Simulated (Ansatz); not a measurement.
WHClF$_{5}$: molecular dynamics (part 3 of 3)

The same run, continued: WHClF$_{5}$, multiplicity 2; UKS PBE/def2-SVP (Ansatz 0.2.0). It belongs to a series of runs on one base structure; here: dynamics from the highest image of the converged band.

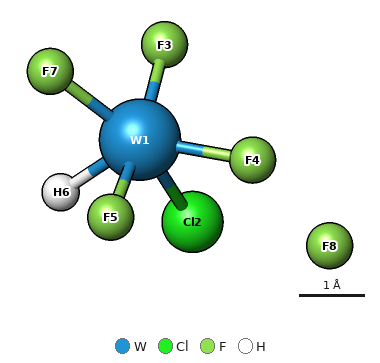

Figure 1. The geometry at step 114 of the log (ball-and-stick view, seen at a tilt; atoms are numbered from 1 in the order of the input).

## Trajectory as extended XYZ, continued
```
8
Properties=species:S:1:pos:R:3:forces:R:3 step=46 time_fs=23.0 energy=-27920.50540 temperature=209.7
W    -0.0120    0.0849    0.0529    0.2443  -0.0582   0.5361
Cl    0.0400   -0.8629    2.2324    0.0549   0.0858   0.0385
F     1.8400    0.0940   -0.0542    0.0847   0.1621   0.1405
F    -0.0904    1.5983    1.1779    0.0795  -0.0377  -0.5086
F    -1.8532    0.2439   -0.1237    0.0721  -0.0045  -0.3661
H    -0.2207   -1.5908    0.0827   -0.1035  -0.2122  -0.0615
F     0.1435   -0.2004   -1.8014   -0.4407   0.2301   0.3305
F     0.0560    0.7096    3.7900    0.0084  -0.1654  -0.1095
8
Properties=species:S:1:pos:R:3:forces:R:3 step=53 time_fs=26.5 energy=-27920.49089 temperature=191.0
W    -0.0131    0.0868    0.0523   -0.0019  -0.6012   0.6626
Cl    0.0482   -0.8670    2.2310    0.0810   0.1089   0.0504
F     1.8550    0.0851   -0.0454   -0.3816   0.1484   0.1651
F    -0.1014    1.5876    1.1834    0.0515   0.0733  -0.5370
F    -1.8745    0.2500   -0.1306    0.6774  -0.0087  -0.3058
H    -0.2907   -1.6075    0.0977   -0.0037   0.2412  -0.1300
F     0.1536   -0.2034   -1.7950   -0.4340   0.2319   0.2276
F     0.0626    0.7166    3.7840    0.0113  -0.1939  -0.1329
8
Properties=species:S:1:pos:R:3:forces:R:3 step=61 time_fs=30.5 energy=-27920.46255 temperature=154.5
W    -0.0144    0.0884    0.0521   -0.1577  -0.8269   0.7585
Cl    0.0580   -0.8712    2.2297    0.1001   0.0985   0.0347
F     1.8692    0.0761   -0.0341   -0.7757   0.1362   0.1692
F    -0.1136    1.5762    1.1857    0.0064   0.2648  -0.4889
F    -1.8936    0.2569   -0.1409    1.1467   0.0110  -0.2492
H    -0.3710   -1.5952    0.0970    0.0701   0.3104  -0.1226
F     0.1620   -0.2050   -1.7861   -0.4055   0.2244   0.0524
F     0.0702    0.7231    3.7762    0.0157  -0.2185  -0.1540
8
Properties=species:S:1:pos:R:3:forces:R:3 step=68 time_fs=34.0 energy=-27920.44722 temperature=134.8
W    -0.0157    0.0893    0.0524   -0.1057  -0.5634   0.7789
Cl    0.0668   -0.8746    2.2286    0.1026   0.0571  -0.0003
F     1.8766    0.0692   -0.0231   -0.9566   0.1251   0.1531
F    -0.1242    1.5678    1.1844   -0.0469   0.4636  -0.3818
F    -1.9029    0.2631   -0.1515    1.3276   0.0512  -0.2172
H    -0.4339   -1.5499    0.0815    0.0263  -0.1141  -0.0388
F     0.1666   -0.2050   -1.7779   -0.3671   0.2093  -0.1307
F     0.0771    0.7274    3.7684    0.0199  -0.2287  -0.1631
8
Properties=species:S:1:pos:R:3:forces:R:3 step=76 time_fs=38.0 energy=-27920.43860 temperature=123.7
W    -0.0172    0.0899    0.0534   -0.0439  -0.5027   0.8374
Cl    0.0774   -0.8782    2.2274    0.0887   0.0097  -0.0459
F     1.8779    0.0622   -0.0094   -0.9698   0.1187   0.1156
F    -0.1368    1.5619    1.1801   -0.0966   0.6580  -0.2682
F    -1.9035    0.2705   -0.1654    1.2853   0.1272  -0.2021
H    -0.5019   -1.5151    0.0588    0.0237  -0.3726   0.0527
F     0.1690   -0.2033   -1.7697   -0.3123   0.1933  -0.3241
F     0.0850    0.7305    3.7582    0.0248  -0.2317  -0.1654
8
Properties=species:S:1:pos:R:3:forces:R:3 step=83 time_fs=41.5 energy=-27920.45607 temperature=146.2
W    -0.0186    0.0900    0.0549   -0.1728  -1.0137   0.9444
Cl    0.0869   -0.8813    2.2261    0.0652  -0.0051  -0.0680
F     1.8726    0.0569    0.0034   -0.8259   0.1251   0.0677
F    -0.1483    1.5610    1.1745   -0.1044   0.7496  -0.2211
F    -1.8956    0.2778   -0.1788    1.0633   0.2037  -0.2069
H    -0.5567   -1.5248    0.0446    0.2041  -0.0159   0.0813
F     0.1691   -0.2006   -1.7645   -0.2586   0.1851  -0.4365
F     0.0921    0.7317    3.7481    0.0291  -0.2289  -0.1609
8
Properties=species:S:1:pos:R:3:forces:R:3 step=91 time_fs=45.5 energy=-27920.48669 temperature=185.7
W    -0.0202    0.0894    0.0573   -0.2369  -1.3490   1.0213
Cl    0.0981   -0.8849    2.2245    0.0266  -0.0039  -0.0632
F     1.8605    0.0518    0.0185   -0.5029   0.1380  -0.0018
F    -0.1623    1.5656    1.1664   -0.0871   0.7472  -0.1924
F    -1.8786    0.2878   -0.1958    0.6335   0.2624  -0.2341
H    -0.5896   -1.5373    0.0399    0.3317   0.2505   0.0841
F     0.1672   -0.1961   -1.7619   -0.1983   0.1712  -0.4701
F     0.1004    0.7313    3.7354    0.0334  -0.2165  -0.1438
8
Properties=species:S:1:pos:R:3:forces:R:3 step=99 time_fs=49.5 energy=-27920.53212 temperature=244.2
W    -0.0221    0.0877    0.0606   -0.0037  -0.9442   0.9863
Cl    0.1093   -0.8885    2.2225   -0.0226   0.0010  -0.0244
F     1.8443    0.0478    0.0336   -0.0550   0.1504  -0.0828
F    -0.1770    1.5762    1.1568   -0.0615   0.6346  -0.1648
F    -1.8566    0.2998   -0.2147    0.0716   0.2697  -0.2812
H    -0.5757   -1.5195    0.0479    0.1768  -0.0662   0.0720
F     0.1637   -0.1902   -1.7630   -0.1422   0.1480  -0.3922
F     0.1090    0.7292    3.7216    0.0365  -0.1932  -0.1129
8
Properties=species:S:1:pos:R:3:forces:R:3 step=106 time_fs=53.0 energy=-27920.55288 temperature=271.0
W    -0.0238    0.0855    0.0641    0.2343  -0.4496   0.9032
Cl    0.1191   -0.8916    2.2207   -0.0709   0.0189   0.0323
F     1.8297    0.0453    0.0463    0.3621   0.1686  -0.1587
F    -0.1903    1.5898    1.1472   -0.0212   0.4515  -0.1665
F    -1.8367    0.3121   -0.2331   -0.4296   0.2367  -0.3251
H    -0.5407   -1.5104    0.0637   -0.0208  -0.3835   0.0321
F     0.1597   -0.1840   -1.7666   -0.0926   0.1257  -0.2378
F     0.1168    0.7260    3.7087    0.0387  -0.1684  -0.0795
8
Properties=species:S:1:pos:R:3:forces:R:3 step=114 time_fs=57.0 energy=-27920.56314 temperature=284.2
W    -0.0255    0.0826    0.0689    0.2138  -0.5269   0.8148
Cl    0.1300   -0.8951    2.2188   -0.1273   0.0652   0.1037
F     1.8158    0.0438    0.0595    0.7495   0.2049  -0.2439
F    -0.2056    1.6085    1.1350    0.0543   0.1699  -0.2280
F    -1.8173    0.3280   -0.2566   -0.8648   0.1783  -0.3506
H    -0.5018   -1.5467    0.0853   -0.0390  -0.0590  -0.0631
F     0.1544   -0.1760   -1.7724   -0.0284   0.1088   0.0082
F     0.1260    0.7211    3.6934    0.0418  -0.1412  -0.0411
8
Properties=species:S:1:pos:R:3:forces:R:3 step=121 time_fs=60.5 energy=-27920.55309 temperature=271.3
W    -0.0268    0.0798    0.0736    0.1089  -0.6839   0.6824
Cl    0.1391   -0.8980    2.2175   -0.1760   0.1011   0.1438
F     1.8085    0.0438    0.0695    0.9240   0.2370  -0.3082
F    -0.2186    1.6262    1.1227    0.1154  -0.0874  -0.2890
F    -1.8058    0.3431   -0.2795   -1.0260   0.1151  -0.3287
H    -0.4727   -1.5875    0.0971   -0.0258   0.3405  -0.1311
F     0.1496   -0.1683   -1.7775    0.0349   0.0952   0.2392
F     0.1343    0.7159    3.6797    0.0445  -0.1176  -0.0083
8
Properties=species:S:1:pos:R:3:forces:R:3 step=129 time_fs=64.5 energy=-27920.55163 temperature=269.4
W    -0.0283    0.0760    0.0795    0.1121  -0.2627   0.3666
Cl    0.1487   -0.9008    2.2166   -0.2255   0.1014   0.1468
F     1.8070    0.0456    0.0786    0.8787   0.2568  -0.3603
F    -0.2326    1.6456    1.1066    0.1445  -0.3263  -0.2969
F    -1.8004    0.3611   -0.3081   -0.9137   0.0201  -0.2348
H    -0.4452   -1.5908    0.0925   -0.1557   0.2275  -0.1161
F     0.1444   -0.1587   -1.7814    0.1128   0.0695   0.4647
F     0.1442    0.7090    3.6641    0.0468  -0.0862   0.0301
8
Properties=species:S:1:pos:R:3:forces:R:3 step=136 time_fs=68.0 energy=-27920.55497 temperature=273.7
W    -0.0294    0.0725    0.0850    0.1722   0.4325   0.0075
Cl    0.1564   -0.9029    2.2163   -0.2576   0.0677   0.1091
F     1.8115    0.0489    0.0841    0.6441   0.2536  -0.3818
F    -0.2440    1.6605    1.0905    0.1352  -0.4652  -0.2571
F    -1.8017    0.3771   -0.3347   -0.6033  -0.0744  -0.0946
H    -0.4404   -1.5671    0.0743   -0.3243  -0.1964  -0.0409
F     0.1405   -0.1499   -1.7819    0.1853   0.0380   0.5958
F     0.1531    0.7024    3.6505    0.0484  -0.0560   0.0620
8
Properties=species:S:1:pos:R:3:forces:R:3 step=144 time_fs=72.0 energy=-27920.56458 temperature=286.1
W    -0.0307    0.0688    0.0912    0.0453   0.6604  -0.3148
Cl    0.1640   -0.9051    2.2164   -0.2743   0.0235   0.0347
F     1.8214    0.0546    0.0876    0.2491   0.2281  -0.3774
F    -0.2559    1.6741    1.0702    0.1157  -0.5624  -0.2276
F    -1.8076    0.3947   -0.3657   -0.1404  -0.1584   0.1043
H    -0.4799   -1.5638    0.0481   -0.3209  -0.1627   0.0444
F     0.1376   -0.1395   -1.7778    0.2736  -0.0023   0.6466
F     0.1637    0.6945    3.6355    0.0519  -0.0262   0.0897
8
Properties=species:S:1:pos:R:3:forces:R:3 step=152 time_fs=76.0 energy=-27920.56911 temperature=291.9
W    -0.0319    0.0657    0.0971   -0.2920   0.3529  -0.5008
Cl    0.1705   -0.9072    2.2167   -0.2690  -0.0190  -0.0397
F     1.8333    0.0621    0.0880   -0.1566   0.1813  -0.3448
F    -0.2669    1.6830    1.0480    0.1036  -0.5917  -0.2077
F    -1.8147    0.4111   -0.3959    0.2824  -0.1965   0.2982
H    -0.5654   -1.5789    0.0286   -0.0879   0.3315   0.1144
F     0.1369   -0.1292   -1.7687    0.3620  -0.0581   0.5698
F     0.1746    0.6863    3.6213    0.0575  -0.0005   0.1106
8
Properties=species:S:1:pos:R:3:forces:R:3 step=159 time_fs=79.5 energy=-27920.56471 temperature=286.3
W    -0.0331    0.0632    0.1020   -0.4748   0.3915  -0.5896
Cl    0.1753   -0.9090    2.2168   -0.2496  -0.0749  -0.0797
F     1.8429    0.0699    0.0860   -0.4363   0.1221  -0.2959
F    -0.2759    1.6870    1.0272    0.0829  -0.5278  -0.1360
F    -1.8191    0.4242   -0.4204    0.5284  -0.1944   0.4265
H    -0.6532   -1.5570    0.0253    0.0582   0.3891   0.1554
F     0.1386   -0.1205   -1.7569    0.4286  -0.1330   0.3889
F     0.1846    0.6792    3.6095    0.0627   0.0273   0.1305
8
Properties=species:S:1:pos:R:3:forces:R:3 step=167 time_fs=83.5 energy=-27920.55707 temperature=276.4
W    -0.0349    0.0607    0.1071   -0.4267   0.8915  -0.5964
Cl    0.1797   -0.9115    2.2166   -0.2125  -0.1587  -0.0853
F     1.8504    0.0797    0.0816   -0.6159   0.0368  -0.2202
F    -0.2854    1.6876    1.0025    0.0485  -0.3494   0.0138
F    -1.8203    0.4377   -0.4451    0.6310  -0.1532   0.4993
H    -0.7473   -1.4841    0.0436    0.0261  -0.0872   0.1573
F     0.1439   -0.1117   -1.7406    0.4814  -0.2464   0.0743
F     0.1966    0.6712    3.5971    0.0682   0.0667   0.1572
8
Properties=species:S:1:pos:R:3:forces:R:3 step=174 time_fs=87.0 energy=-27920.53091 temperature=242.7
W    -0.0368    0.0591    0.1112   -0.4199   1.1372  -0.5129
Cl    0.1828   -0.9142    2.2161   -0.1683  -0.2157  -0.0596
F     1.8530    0.0885    0.0762   -0.6518  -0.0363  -0.1401
F    -0.2935    1.6858    0.9809    0.0434  -0.1363   0.1651
F    -1.8171    0.4484   -0.4635    0.5922  -0.0992   0.4974
H    -0.8257   -1.4271    0.0789    0.0277  -0.3971   0.1144
F     0.1517   -0.1056   -1.7257    0.5021  -0.3528  -0.2439
F     0.2074    0.6647    3.5873    0.0746   0.1002   0.1797
8
Properties=species:S:1:pos:R:3:forces:R:3 step=182 time_fs=91.0 energy=-27920.50238 temperature=205.9
W    -0.0393    0.0582    0.1154   -0.7404   0.6880  -0.3798
Cl    0.1856   -0.9182    2.2153   -0.1092  -0.2306  -0.0053
F     1.8511    0.0983    0.0690   -0.5937  -0.0878  -0.0390
F    -0.3023    1.6828    0.9576    0.0796   0.1416   0.3469
F    -1.8091    0.4600   -0.4808    0.4677  -0.0650   0.4419
H    -0.9066   -1.4112    0.1345    0.3167  -0.1223   0.0019
F     0.1645   -0.1013   -1.7107    0.4938  -0.4537  -0.5674
F     0.2204    0.6580    3.5774    0.0855   0.1296   0.2007
```

This output came from the following input.

## Input
```yaml
crystal:
  periodic: [false, false, false]
  atoms:
    - { symbol: W, position_ang: [0.002697, 0.069589, 0.064407] }
    - { symbol: Cl, position_ang: [-0.011921, -0.832506, 2.240844] }
    - { symbol: F, position_ang: [1.845175, 0.179835, -0.101885] }
    - { symbol: F, position_ang: [-0.003865, 1.653432, 1.077347] }
    - { symbol: F, position_ang: [-1.83407, 0.21049, -0.138942] }
    - { symbol: H, position_ang: [-0.031492, -1.64723, 0.062272] }
    - { symbol: F, position_ang: [0.020238, -0.148883, -1.790817] }
    - { symbol: F, position_ang: [0.013239, 0.645274, 3.816773] }
magnetization:
  spin_polarized: true
  initial_magnetization: 1
basis:
  gaussian: { orbitals: def2-SVP }
hamiltonian:
  xc: pbe
md:
  timestep: 0.5
  n_steps: 182
  ensemble: nve
  temperature: 300.0
  initial_velocities: maxwell_boltzmann
  seed: 10406
```

Launch command:
```bash
ansatz run input.yaml --threads 4 --pin off --max-ram 5120MiB --backend cpu --events-out ev --progress --plain --runs-dir out
```

## Summary

| quantity | value |
| --- | --- |
| outcome | finished |
| mean temperature over the second half | 266 K |
| trajectory | 182 steps, 91 fs |
| ensemble | nve |
| temperature in the input | 300.0 K |
| time step | 0.5 fs |
| potential energy (last step) | −27920.5024 eV |
| mean-field energy (last step) | −27920.5024 eV |
| ⟨S²⟩ (last step) | 0.754 |
| largest force (length of the vector) (last step) | 1.080 eV/Å |
| hardware | 4 threads of AMD EPYC (Zen 3), 24 GiB of memory available, shared host |
| wall time | 7 min (CPU time 27 min) |
| peak memory | 0.29 GiB |

So short a trajectory is not equilibrated.
